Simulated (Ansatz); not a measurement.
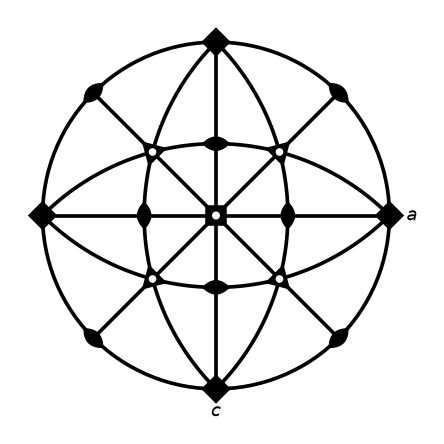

Stereographic projection: heavy lines are mirror planes (a heavy rim: a mirror in the plane of the page); lens, triangle, square and hexagon are 2-, 3-, 4- and 6-fold axes, a lens in an open square is −4, a triangle in an open hexagon −6; thin dashed diameters join the ends of axes that lie in the page; a small open circle marks inversion. The b axis points at the viewer. Computed from the symmetry operations of a computed or model structure of composition ReSnCl3, which need not be its known form.

Name the crystal class.

Answer. m-3m (Oh), order 48, cubic system: three fourfold axes, four threefold axes, six twofold axes, nine mirror planes, an inversion centre.

Which physical properties does it allow?

Answer. It is centrosymmetric, so neither piezoelectric nor pyroelectric; it is not chiral.
